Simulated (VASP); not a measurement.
Band structure of SiNi (space group Pnma). Computed with r2SCAN meta-GGA, VASP's PBE PAW potentials (set 64) (plane waves; VASP 6.6.1).

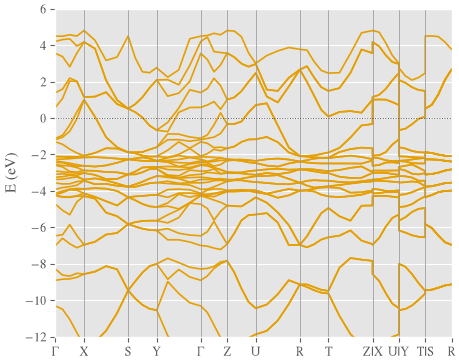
*Bands along high-symmetry lines, zero at the valence-band maximum or, without a gap, the Fermi level*

Task: Read the plot: is there a gap, and where are the band edges?

Result: It has no gap at this level: it comes out as a metal or semimetal.

The structure comes from a computed database's SiNi entry (Pnma), a phase known from measurement. It was relaxed first. The run is not spin-polarised, so no magnetic state was tried.
